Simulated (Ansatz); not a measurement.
# BH3F: molecular dynamics (part 2 of 3)

BH3F, multiplicity 2; UKS B3LYP/def2-SVP (Ansatz 0.2.0). It belongs to a series of runs on one base structure; here: dynamics from the highest image of the converged band.

Geometry of the input (Å):
```
B  0.0000  0.0130  -0.0430
F  -0.0001  0.6031  1.6823
H  1.1532  -0.1785  -0.2610
H  -1.1531  -0.1785  -0.2612
H  0.0000  -0.2591  2.0529
```

The program's output, continued:
```
md step   109: t =    54.50 fs  T =   156.2 K  F+E_penalty+E_count = -3436.10187122 eV  E_kin = 0.060561 eV  conserved = -3436.04130976 eV  (26 SCF iters)
md step   110: t =    55.00 fs  T =   156.0 K  F+E_penalty+E_count = -3436.10180692 eV  E_kin = 0.060479 eV  conserved = -3436.04132774 eV  (26 SCF iters)
md step   111: t =    55.50 fs  T =   162.5 K  F+E_penalty+E_count = -3436.10437877 eV  E_kin = 0.063000 eV  conserved = -3436.04137867 eV  (26 SCF iters)
md step   112: t =    56.00 fs  T =   173.7 K  F+E_penalty+E_count = -3436.10880751 eV  E_kin = 0.067367 eV  conserved = -3436.04144027 eV  (27 SCF iters)
md step   113: t =    56.50 fs  T =   187.4 K  F+E_penalty+E_count = -3436.11415201 eV  E_kin = 0.072665 eV  conserved = -3436.04148691 eV  (26 SCF iters)
md step   114: t =    57.00 fs  T =   201.7 K  F+E_penalty+E_count = -3436.11970154 eV  E_kin = 0.078199 eV  conserved = -3436.04150301 eV  (24 SCF iters)
md step   115: t =    57.50 fs  T =   215.9 K  F+E_penalty+E_count = -3436.12521715 eV  E_kin = 0.083728 eV  conserved = -3436.04148911 eV  (27 SCF iters)
md step   116: t =    58.00 fs  T =   230.7 K  F+E_penalty+E_count = -3436.13092701 eV  E_kin = 0.089468 eV  conserved = -3436.04145875 eV  (27 SCF iters)
md step   117: t =    58.50 fs  T =   247.3 K  F+E_penalty+E_count = -3436.13731762 eV  E_kin = 0.095887 eV  conserved = -3436.04143056 eV  (26 SCF iters)
md step   118: t =    59.00 fs  T =   266.7 K  F+E_penalty+E_count = -3436.14484292 eV  E_kin = 0.103423 eV  conserved = -3436.04141989 eV  (26 SCF iters)
md step   119: t =    59.50 fs  T =   289.5 K  F+E_penalty+E_count = -3436.15368195 eV  E_kin = 0.112249 eV  conserved = -3436.04143308 eV  (26 SCF iters)
md step   120: t =    60.00 fs  T =   315.1 K  F+E_penalty+E_count = -3436.16363864 eV  E_kin = 0.122173 eV  conserved = -3436.04146519 eV  (24 SCF iters)
md step   121: t =    60.50 fs  T =   342.3 K  F+E_penalty+E_count = -3436.17421958 eV  E_kin = 0.132718 eV  conserved = -3436.04150183 eV  (25 SCF iters)
md step   122: t =    61.00 fs  T =   369.6 K  F+E_penalty+E_count = -3436.18485969 eV  E_kin = 0.143335 eV  conserved = -3436.04152505 eV  (26 SCF iters)
md step   123: t =    61.50 fs  T =   396.3 K  F+E_penalty+E_count = -3436.19519877 eV  E_kin = 0.153676 eV  conserved = -3436.04152256 eV  (26 SCF iters)
md step   124: t =    62.00 fs  T =   422.3 K  F+E_penalty+E_count = -3436.20526568 eV  E_kin = 0.163770 eV  conserved = -3436.04149607 eV  (27 SCF iters)
md step   125: t =    62.50 fs  T =   448.7 K  F+E_penalty+E_count = -3436.21544598 eV  E_kin = 0.173983 eV  conserved = -3436.04146267 eV  (26 SCF iters)
md step   126: t =    63.00 fs  T =   476.5 K  F+E_penalty+E_count = -3436.22621819 eV  E_kin = 0.184773 eV  conserved = -3436.04144564 eV  (26 SCF iters)
md step   127: t =    63.50 fs  T =   506.3 K  F+E_penalty+E_count = -3436.23780295 eV  E_kin = 0.196344 eV  conserved = -3436.04145866 eV  (26 SCF iters)
md step   128: t =    64.00 fs  T =   537.6 K  F+E_penalty+E_count = -3436.24995851 eV  E_kin = 0.208462 eV  conserved = -3436.04149610 eV  (26 SCF iters)
md step   129: t =    64.50 fs  T =   568.7 K  F+E_penalty+E_count = -3436.26207103 eV  E_kin = 0.220534 eV  conserved = -3436.04153694 eV  (26 SCF iters)
md step   130: t =    65.00 fs  T =   598.1 K  F+E_penalty+E_count = -3436.27347970 eV  E_kin = 0.231920 eV  conserved = -3436.04155957 eV  (26 SCF iters)
md step   131: t =    65.50 fs  T =   624.7 K  F+E_penalty+E_count = -3436.28381310 eV  E_kin = 0.242257 eV  conserved = -3436.04155609 eV  (26 SCF iters)
md step   132: t =    66.00 fs  T =   648.8 K  F+E_penalty+E_count = -3436.29312153 eV  E_kin = 0.251585 eV  conserved = -3436.04153603 eV  (26 SCF iters)
md step   133: t =    66.50 fs  T =   671.1 K  F+E_penalty+E_count = -3436.30174100 eV  E_kin = 0.260221 eV  conserved = -3436.04151979 eV  (26 SCF iters)
md step   134: t =    67.00 fs  T =   692.3 K  F+E_penalty+E_count = -3436.30998353 eV  E_kin = 0.268456 eV  conserved = -3436.04152757 eV  (25 SCF iters)
md step   135: t =    67.50 fs  T =   712.4 K  F+E_penalty+E_count = -3436.31782196 eV  E_kin = 0.276252 eV  conserved = -3436.04157004 eV  (25 SCF iters)
md step   136: t =    68.00 fs  T =   730.0 K  F+E_penalty+E_count = -3436.32471835 eV  E_kin = 0.283075 eV  conserved = -3436.04164351 eV  (25 SCF iters)
md step   137: t =    68.50 fs  T =   742.5 K  F+E_penalty+E_count = -3436.32967451 eV  E_kin = 0.287944 eV  conserved = -3436.04173055 eV  (25 SCF iters)
md step   138: t =    69.00 fs  T =   747.1 K  F+E_penalty+E_count = -3436.33149814 eV  E_kin = 0.289693 eV  conserved = -3436.04180533 eV  (27 SCF iters)
md step   139: t =    69.50 fs  T =   741.0 K  F+E_penalty+E_count = -3436.32919659 eV  E_kin = 0.287353 eV  conserved = -3436.04184344 eV  (30 SCF iters)
md step   140: t =    70.00 fs  T =   723.4 K  F+E_penalty+E_count = -3436.32234489 eV  E_kin = 0.280512 eV  conserved = -3436.04183321 eV  (25 SCF iters)
md step   141: t =    70.50 fs  T =   694.9 K  F+E_penalty+E_count = -3436.31125418 eV  E_kin = 0.269471 eV  conserved = -3436.04178307 eV  (25 SCF iters)
md step   142: t =    71.00 fs  T =   657.9 K  F+E_penalty+E_count = -3436.29683189 eV  E_kin = 0.255113 eV  conserved = -3436.04171870 eV  (24 SCF iters)
md step   143: t =    71.50 fs  T =   615.1 K  F+E_penalty+E_count = -3436.28018181 eV  E_kin = 0.238513 eV  conserved = -3436.04166894 eV  (24 SCF iters)
md step   144: t =    72.00 fs  T =   568.7 K  F+E_penalty+E_count = -3436.26216237 eV  E_kin = 0.220514 eV  conserved = -3436.04164836 eV  (24 SCF iters)
md step   145: t =    72.50 fs  T =   519.7 K  F+E_penalty+E_count = -3436.24316539 eV  E_kin = 0.201516 eV  conserved = -3436.04164924 eV  (23 SCF iters)
md step   146: t =    73.00 fs  T =   468.3 K  F+E_penalty+E_count = -3436.22323219 eV  E_kin = 0.181583 eV  conserved = -3436.04164950 eV  (24 SCF iters)
md step   147: t =    73.50 fs  T =   414.6 K  F+E_penalty+E_count = -3436.20238967 eV  E_kin = 0.160760 eV  conserved = -3436.04162940 eV  (23 SCF iters)
md step   148: t =    74.00 fs  T =   359.4 K  F+E_penalty+E_count = -3436.18095942 eV  E_kin = 0.139376 eV  conserved = -3436.04158332 eV  (23 SCF iters)
md step   149: t =    74.50 fs  T =   304.6 K  F+E_penalty+E_count = -3436.15965434 eV  E_kin = 0.118133 eV  conserved = -3436.04152089 eV  (25 SCF iters)
md step   150: t =    75.00 fs  T =   252.7 K  F+E_penalty+E_count = -3436.13944010 eV  E_kin = 0.097981 eV  conserved = -3436.04145935 eV  (25 SCF iters)
md step   151: t =    75.50 fs  T =   205.9 K  F+E_penalty+E_count = -3436.12127383 eV  E_kin = 0.079860 eV  conserved = -3436.04141383 eV  (25 SCF iters)
md step   152: t =    76.00 fs  T =   166.3 K  F+E_penalty+E_count = -3436.10587010 eV  E_kin = 0.064480 eV  conserved = -3436.04139043 eV  (24 SCF iters)
md step   153: t =    76.50 fs  T =   134.7 K  F+E_penalty+E_count = -3436.09360538 eV  E_kin = 0.052221 eV  conserved = -3436.04138392 eV  (23 SCF iters)
md step   154: t =    77.00 fs  T =   111.5 K  F+E_penalty+E_count = -3436.08459981 eV  E_kin = 0.043220 eV  conserved = -3436.04138007 eV  (23 SCF iters)
md step   155: t =    77.50 fs  T =    96.9 K  F+E_penalty+E_count = -3436.07893872 eV  E_kin = 0.037576 eV  conserved = -3436.04136230 eV  (23 SCF iters)
md step   156: t =    78.00 fs  T =    91.8 K  F+E_penalty+E_count = -3436.07692653 eV  E_kin = 0.035605 eV  conserved = -3436.04132133 eV  (23 SCF iters)
md step   157: t =    78.50 fs  T =    97.9 K  F+E_penalty+E_count = -3436.07922159 eV  E_kin = 0.037957 eV  conserved = -3436.04126422 eV  (24 SCF iters)
md step   158: t =    79.00 fs  T =   117.3 K  F+E_penalty+E_count = -3436.08671655 eV  E_kin = 0.045500 eV  conserved = -3436.04121644 eV  (24 SCF iters)
md step   159: t =    79.50 fs  T =   152.0 K  F+E_penalty+E_count = -3436.10014014 eV  E_kin = 0.058928 eV  conserved = -3436.04121183 eV  (24 SCF iters)
md step   160: t =    80.00 fs  T =   201.8 K  F+E_penalty+E_count = -3436.11953814 eV  E_kin = 0.078264 eV  conserved = -3436.04127380 eV  (25 SCF iters)
md step   161: t =    80.50 fs  T =   264.4 K  F+E_penalty+E_count = -3436.14392256 eV  E_kin = 0.102524 eV  conserved = -3436.04139885 eV  (27 SCF iters)
md step   162: t =    81.00 fs  T =   334.7 K  F+E_penalty+E_count = -3436.17133073 eV  E_kin = 0.129775 eV  conserved = -3436.04155601 eV  (25 SCF iters)
md step   163: t =    81.50 fs  T =   406.4 K  F+E_penalty+E_count = -3436.19930162 eV  E_kin = 0.157599 eV  conserved = -3436.04170310 eV  (24 SCF iters)
md step   164: t =    82.00 fs  T =   473.8 K  F+E_penalty+E_count = -3436.22552869 eV  E_kin = 0.183722 eV  conserved = -3436.04180703 eV  (25 SCF iters)
md step   165: t =    82.50 fs  T =   532.6 K  F+E_penalty+E_count = -3436.24837667 eV  E_kin = 0.206521 eV  conserved = -3436.04185611 eV  (25 SCF iters)
md step   166: t =    83.00 fs  T =   580.8 K  F+E_penalty+E_count = -3436.26707217 eV  E_kin = 0.225213 eV  conserved = -3436.04185914 eV  (25 SCF iters)
md step   167: t =    83.50 fs  T =   618.2 K  F+E_penalty+E_count = -3436.28157333 eV  E_kin = 0.239737 eV  conserved = -3436.04183620 eV  (25 SCF iters)
md step   168: t =    84.00 fs  T =   645.9 K  F+E_penalty+E_count = -3436.29225662 eV  E_kin = 0.250449 eV  conserved = -3436.04180787 eV  (25 SCF iters)
md step   169: t =    84.50 fs  T =   664.8 K  F+E_penalty+E_count = -3436.29959089 eV  E_kin = 0.257804 eV  conserved = -3436.04178707 eV  (25 SCF iters)
md step   170: t =    85.00 fs  T =   676.0 K  F+E_penalty+E_count = -3436.30392892 eV  E_kin = 0.262153 eV  conserved = -3436.04177550 eV  (25 SCF iters)
md step   171: t =    85.50 fs  T =   680.1 K  F+E_penalty+E_count = -3436.30547556 eV  E_kin = 0.263711 eV  conserved = -3436.04176466 eV  (25 SCF iters)
md step   172: t =    86.00 fs  T =   677.4 K  F+E_penalty+E_count = -3436.30441346 eV  E_kin = 0.262671 eV  conserved = -3436.04174223 eV  (24 SCF iters)
md step   173: t =    86.50 fs  T =   668.9 K  F+E_penalty+E_count = -3436.30108906 eV  E_kin = 0.259388 eV  conserved = -3436.04170071 eV  (24 SCF iters)
md step   174: t =    87.00 fs  T =   656.2 K  F+E_penalty+E_count = -3436.29611643 eV  E_kin = 0.254470 eV  conserved = -3436.04164615 eV  (25 SCF iters)
md step   175: t =    87.50 fs  T =   641.3 K  F+E_penalty+E_count = -3436.29027445 eV  E_kin = 0.248676 eV  conserved = -3436.04159889 eV  (25 SCF iters)
md step   176: t =    88.00 fs  T =   625.6 K  F+E_penalty+E_count = -3436.28419305 eV  E_kin = 0.242610 eV  conserved = -3436.04158279 eV  (25 SCF iters)
md step   177: t =    88.50 fs  T =   609.6 K  F+E_penalty+E_count = -3436.27799264 eV  E_kin = 0.236384 eV  conserved = -3436.04160882 eV  (25 SCF iters)
md step   178: t =    89.00 fs  T =   591.7 K  F+E_penalty+E_count = -3436.27112786 eV  E_kin = 0.229464 eV  conserved = -3436.04166412 eV  (26 SCF iters)
md step   179: t =    89.50 fs  T =   569.6 K  F+E_penalty+E_count = -3436.26259303 eV  E_kin = 0.220876 eV  conserved = -3436.04171696 eV  (27 SCF iters)
md step   180: t =    90.00 fs  T =   540.7 K  F+E_penalty+E_count = -3436.25141455 eV  E_kin = 0.209680 eV  conserved = -3436.04173420 eV  (26 SCF iters)
md step   181: t =    90.50 fs  T =   504.1 K  F+E_penalty+E_count = -3436.23716978 eV  E_kin = 0.195472 eV  conserved = -3436.04169801 eV  (27 SCF iters)
md step   182: t =    91.00 fs  T =   460.7 K  F+E_penalty+E_count = -3436.22027207 eV  E_kin = 0.178659 eV  conserved = -3436.04161306 eV  (27 SCF iters)
md step   183: t =    91.50 fs  T =   413.7 K  F+E_penalty+E_count = -3436.20190799 eV  E_kin = 0.160406 eV  conserved = -3436.04150239 eV  (39 SCF iters)
md step   184: t =    92.00 fs  T =   366.9 K  F+E_penalty+E_count = -3436.18368480 eV  E_kin = 0.142288 eV  conserved = -3436.04139713 eV  (26 SCF iters)
md step   185: t =    92.50 fs  T =   324.5 K  F+E_penalty+E_count = -3436.16714689 eV  E_kin = 0.125822 eV  conserved = -3436.04132515 eV  (27 SCF iters)
md step   186: t =    93.00 fs  T =   288.9 K  F+E_penalty+E_count = -3436.15334127 eV  E_kin = 0.112039 eV  conserved = -3436.04130188 eV  (28 SCF iters)
md step   187: t =    93.50 fs  T =   261.1 K  F+E_penalty+E_count = -3436.14257862 eV  E_kin = 0.101254 eV  conserved = -3436.04132509 eV  (27 SCF iters)
md step   188: t =    94.00 fs  T =   240.1 K  F+E_penalty+E_count = -3436.13446821 eV  E_kin = 0.093092 eV  conserved = -3436.04137633 eV  (27 SCF iters)
md step   189: t =    94.50 fs  T =   223.8 K  F+E_penalty+E_count = -3436.12820300 eV  E_kin = 0.086774 eV  conserved = -3436.04142903 eV  (28 SCF iters)
md step   190: t =    95.00 fs  T =   210.2 K  F+E_penalty+E_count = -3436.12296450 eV  E_kin = 0.081503 eV  conserved = -3436.04146155 eV  (28 SCF iters)
md step   191: t =    95.50 fs  T =   198.0 K  F+E_penalty+E_count = -3436.11824770 eV  E_kin = 0.076779 eV  conserved = -3436.04146836 eV  (28 SCF iters)
md step   192: t =    96.00 fs  T =   186.9 K  F+E_penalty+E_count = -3436.11393996 eV  E_kin = 0.072478 eV  conserved = -3436.04146160 eV  (28 SCF iters)
md step   193: t =    96.50 fs  T =   177.1 K  F+E_penalty+E_count = -3436.11013757 eV  E_kin = 0.068678 eV  conserved = -3436.04145983 eV  (28 SCF iters)
md step   194: t =    97.00 fs  T =   168.6 K  F+E_penalty+E_count = -3436.10686695 eV  E_kin = 0.065394 eV  conserved = -3436.04147258 eV  (27 SCF iters)
md step   195: t =    97.50 fs  T =   161.0 K  F+E_penalty+E_count = -3436.10394394 eV  E_kin = 0.062452 eV  conserved = -3436.04149231 eV  (28 SCF iters)
md step   196: t =    98.00 fs  T =   153.7 K  F+E_penalty+E_count = -3436.10108561 eV  E_kin = 0.059584 eV  conserved = -3436.04150151 eV  (28 SCF iters)
md step   197: t =    98.50 fs  T =   146.2 K  F+E_penalty+E_count = -3436.09817404 eV  E_kin = 0.056687 eV  conserved = -3436.04148689 eV  (28 SCF iters)
md step   198: t =    99.00 fs  T =   139.3 K  F+E_penalty+E_count = -3436.09545572 eV  E_kin = 0.054006 eV  conserved = -3436.04144999 eV  (28 SCF iters)
md step   199: t =    99.50 fs  T =   134.4 K  F+E_penalty+E_count = -3436.09351794 eV  E_kin = 0.052111 eV  conserved = -3436.04140677 eV  (28 SCF iters)
these checks for a lower state are left out or cut short: starts, cluster_reference, orbital_swaps, neighbouring_geometries, increment
467 factors; integrals over basis functions are off by at most 3.9e-4 eV
mean field -3436.09304301 eV, -126.2740902631 hartree, gradient 2.2e-5 eV, S^2 0.754307; 0 other end points of the search recorded, 0 dependent functions left out
the calculation of the forces begins
reference -3436.09322620 eV, -126.2740969954 hartree; 9, 8 occupied and 34, 35 virtual orbitals, 467 factors
467 factors; integrals over basis functions are off by at most 3.9e-4 eV
mean field evaluation 1408: about -3436.0928 eV, gradient 1.0e-1 eV
mean field -3436.09304301 eV, -126.2740902631 hartree, gradient 2.2e-5 eV, S^2 0.754307; 3 other end points of the search recorded, 0 dependent functions left out
the calculation of the forces begins
reference -3436.09322620 eV, -126.2740969954 hartree; 9, 8 occupied and 34, 35 virtual orbitals, 467 factors
md step   200: t =   100.00 fs  T =   133.2 K  F+E_penalty+E_count = -3436.09304301 eV  E_kin = 0.051664 eV  conserved = -3436.04137906 eV  (39 SCF iters)
```

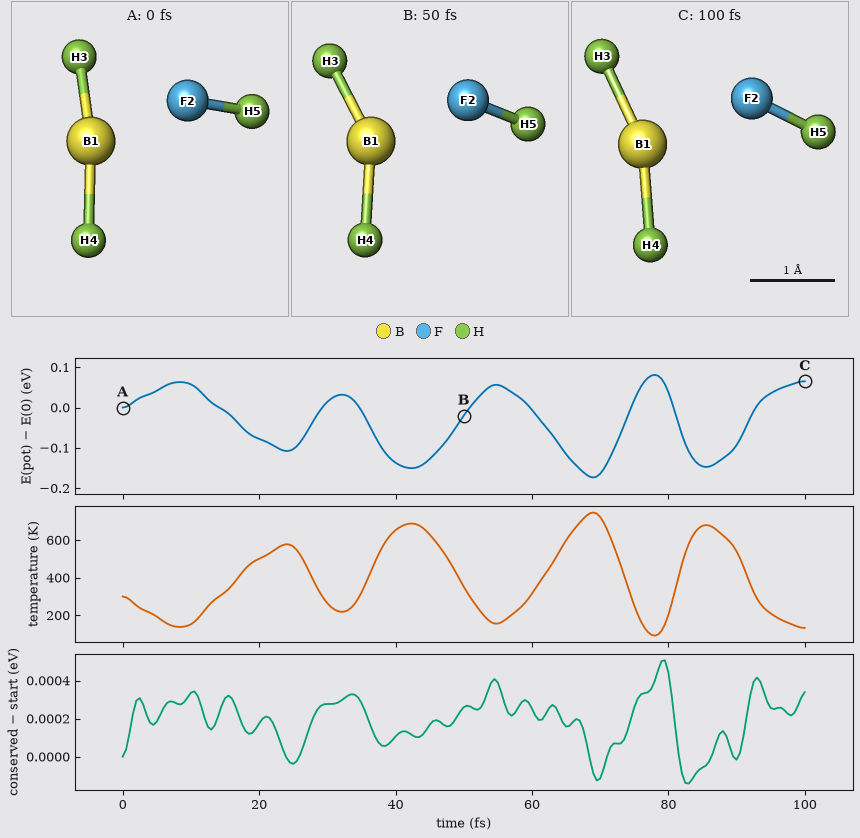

**Figure 1.** Frames of the molecular dynamics (ball-and-stick, seen at a tilt) above the curves, on which the letters mark them. The trajectory kept here has 201 frames over 100 fs. The temperature starts at 300 K, ranges from 92 to 747 K and averages 387 K over the second half. The potential energy ends 0.065 eV above its first value. The conserved quantity stays within 0.00065 eV. After an unweighted best fit of the last frame on the first, the root-mean-square displacement is 0.23 Å.

```
Total energy: -3436.09322620 eV, -126.2740969954 hartree
Atom 0 at     0.017927    -0.066258    -0.171426 Å, force     0.029447    -0.498671     0.142154 eV/Å
Atom 1 at     0.010025     0.631020     1.764313 Å, force    -0.225452    -0.390737    -0.084020 eV/Å
Atom 2 at     1.172552     0.050248    -0.514399 Å, force    -0.569923     0.194381     0.237985 eV/Å
Atom 3 at    -1.169553    -0.238856    -0.327413 Å, force     0.484923     0.337859     0.056236 eV/Å
Atom 4 at    -0.385668    -0.103732     2.203862 Å, force     0.281004     0.357167    -0.352355 eV/Å
Dipole moment:    -0.164915    -0.129459     0.485061 e Å
```

Trajectory as extended XYZ (Å, eV, eV/Å), 37 of the 201 frames kept, from step=0 to step=200:
```
5
Properties=species:S:1:pos:R:3:forces:R:3 step=0 time_fs=0.0 energy=-3436.15805 temperature=300.0
B     0.0000    0.0130   -0.0430    0.0000  -0.0003   0.0008
F    -0.0001    0.6031    1.6823    0.0000   0.0004  -0.0005
H     1.1532   -0.1785   -0.2610    0.0001   0.0002  -0.0002
H    -1.1531   -0.1785   -0.2612   -0.0001   0.0001  -0.0002
H     0.0000   -0.2591    2.0529    0.0000  -0.0004   0.0001
5
Properties=species:S:1:pos:R:3:forces:R:3 step=6 time_fs=3.0 energy=-3436.13048 temperature=229.6
B     0.0019    0.0112   -0.0341    0.2201   0.1431   0.3421
F    -0.0039    0.6015    1.6745    0.0517   0.5289   0.0591
H     1.1492   -0.1718   -0.2175    0.2740  -0.0879  -0.2407
H    -1.1446   -0.1234   -0.1951   -0.5584  -0.1530  -0.3671
H     0.0471   -0.2719    1.9949    0.0126  -0.4311   0.2066
5
Properties=species:S:1:pos:R:3:forces:R:3 step=11 time_fs=5.5 energy=-3436.11142 temperature=180.3
B     0.0045    0.0105   -0.0248   -0.1594   0.0443   0.4255
F    -0.0068    0.6016    1.6682    0.2000  -0.3698   0.5411
H     1.1611   -0.1713   -0.1957    0.0783  -0.0711  -0.3298
H    -1.1678   -0.0864   -0.1620   -0.0341  -0.1432  -0.4796
H     0.0865   -0.3041    1.9575   -0.0849   0.5398  -0.1573
5
Properties=species:S:1:pos:R:3:forces:R:3 step=17 time_fs=8.5 energy=-3436.09504 temperature=138.2
B     0.0063    0.0099   -0.0106   -0.4463  -0.1189   0.2565
F    -0.0096    0.6007    1.6628    0.2278   0.0520   0.4528
H     1.1783   -0.1754   -0.1947   -0.3469   0.0397  -0.2846
H    -1.1943   -0.0531   -0.1595    0.6348  -0.0998  -0.4615
H     0.1274   -0.3086    1.9039   -0.0693   0.1269   0.0368
5
Properties=species:S:1:pos:R:3:forces:R:3 step=22 time_fs=11.0 energy=-3436.11203 temperature=182.2
B     0.0053    0.0087    0.0029   -0.2323  -0.2519   0.1067
F    -0.0111    0.6000    1.6599    0.1315   0.7377   0.2475
H     1.1731   -0.1766   -0.2128   -0.3530   0.1403  -0.2093
H    -1.1805   -0.0319   -0.1879    0.4134  -0.0428  -0.4192
H     0.1573   -0.3028    1.8606    0.0404  -0.5833   0.2744
```
